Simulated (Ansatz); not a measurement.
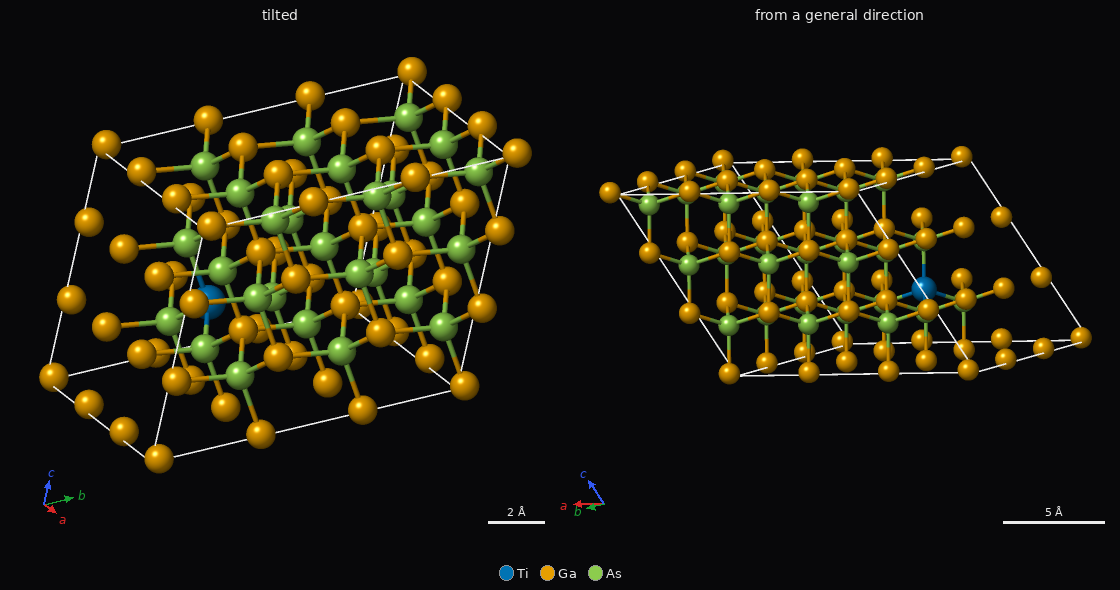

Crystal structure, ball-and-stick style, seen slightly off an axis and from a general direction. The wireframe shows the supercell. The host is GaAs, in a cell of 54 sites, and the cell carries a charge of -1.

### Which defect is modelled here, and what are its neighbours?

Titanium on a gallium site (a substitutional impurity). It is bonded to four As in a tetrahedral arrangement at about 2.4 Å.

Results below were computed with Ansatz 0.2.0, DFT LDA, scalar-relativistic, plane waves, PAW; the settings were 420 eV cutoff, a 2×2×2 mesh of k-points, Gaussian smearing of 0.02 eV, collinear spins.

### Does the cell have a net magnetic moment?

Yes, 1.7 μB in the cell.

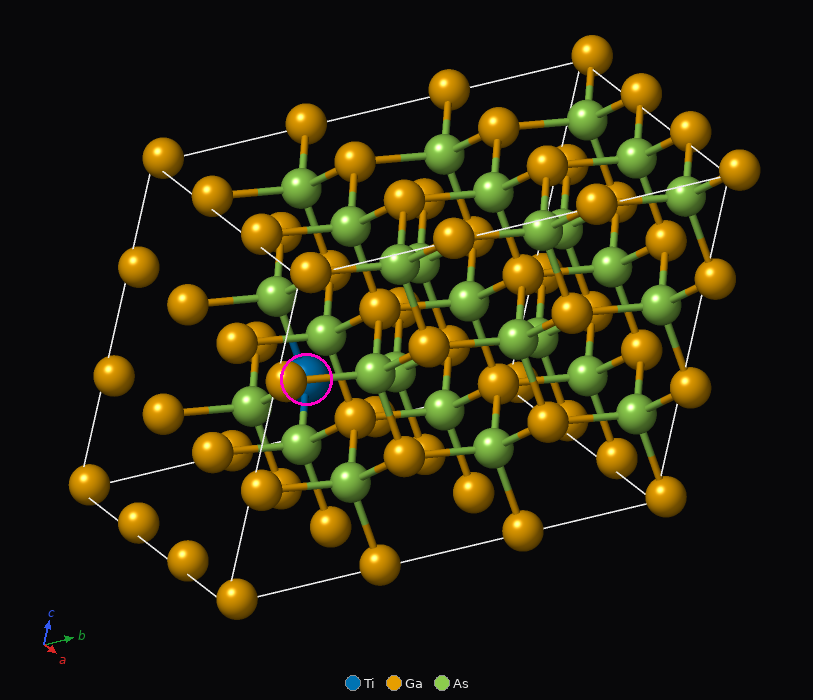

The same cell with a ring at the defect's site.

The atoms were relaxed in the host's cell with DFT LDA, scalar-relativistic, plane waves, PAW in Ansatz.
